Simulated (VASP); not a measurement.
Band structure of Hf (hcp). All values below come from LDA (Ceperley-Alder, Perdew-Zunger), VASP's LDA PAW potentials (set 64) (plane waves; VASP).

Unless said otherwise, spin-orbit coupling is left out, though it shifts the bands of the heavy elements here.

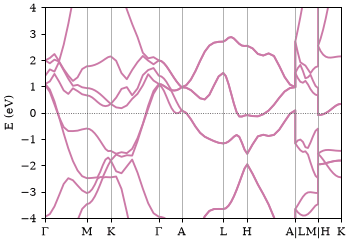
Fig. 1. Bands along high-symmetry lines, zero at the valence-band maximum or, without a gap, the Fermi level

Q: Read the plot: is there a gap, and where are the band edges?

A: It has no gap at this level: it comes out as a metal or semimetal. (Edges off the drawn lines would not show.)

The compound is Hf in the hcp structure. It was relaxed first, which changed the volume by -6 %.
